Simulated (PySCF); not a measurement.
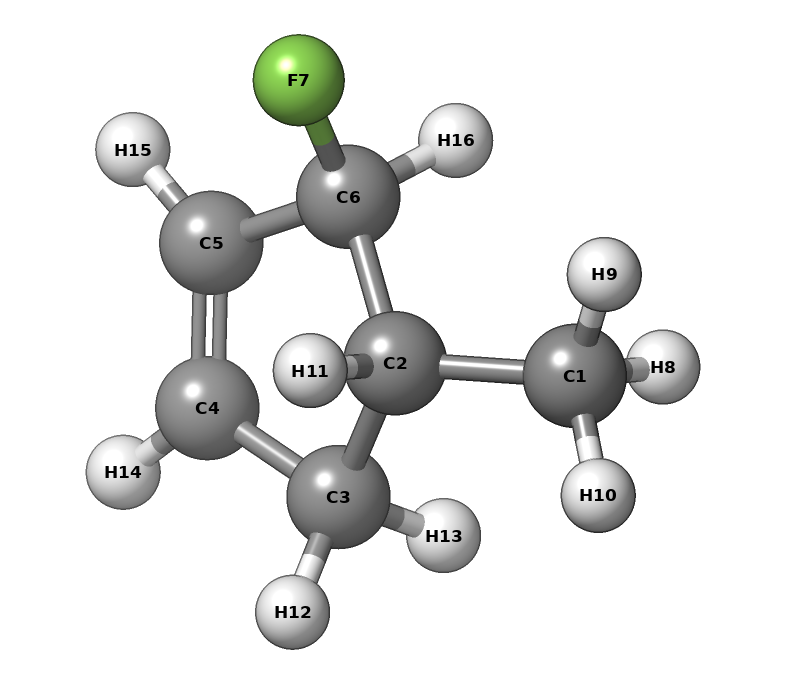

The geometry was computed by an optimisation with PBE0-D3(BJ)/def2-SVP. No frequency run is at hand to confirm it as a minimum. Properties computed with B3LYP/pcJ-1 indirect spin-spin coupling, non-relativistic, gas phase (PySCF 2.14.0). Isotopes: 13C, 19F, 1H.

Give the spin–spin coupling constants of these pairs, with the number of bonds between them: C6/F7, C2/F7, C5/F7, F7/H16, C1/F7, C3/F7, C4/F7, F7/H15, F7/H11.

| pair | bonds apart | J (Hz) |
| --- | --- | --- |
| C6, F7 | 1 | −236.1 |
| C2, F7 | 2 | 16.6 |
| C5, F7 | 2 | 20.3 |
| F7, H16 | 2 | 64.7 |
| C1, F7 | 3 | −1.0 |
| C3, F7 | 3 | 3.6 |
| C4, F7 | 3 | 8.4 |
| F7, H15 | 3 | 3.6 |
| F7, H11 | 3 | 28.9 |

Density functionals are unreliable for couplings to fluorine, so those rows may be far off.
